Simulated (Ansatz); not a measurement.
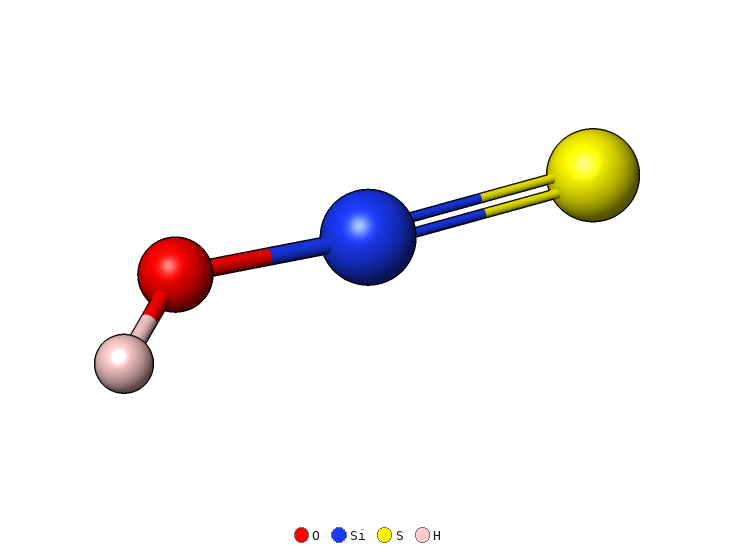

Figure made from data computed with Ansatz.

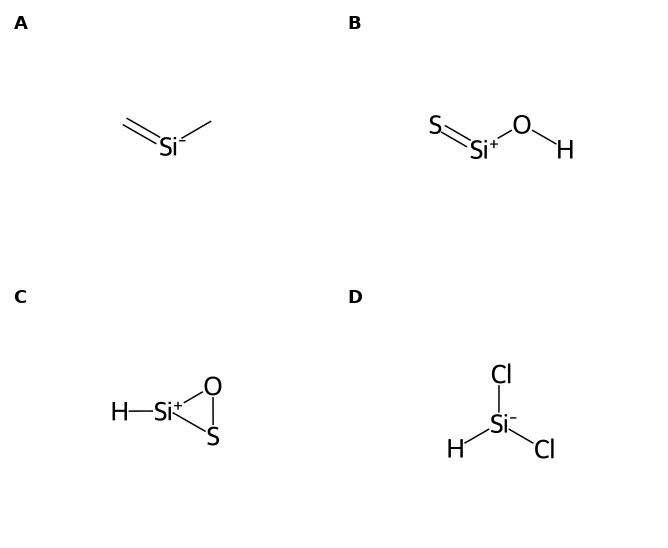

Question: The first picture shows one of the molecules drawn in the second. Which?

Answer: B, `O[Si+]=S`.
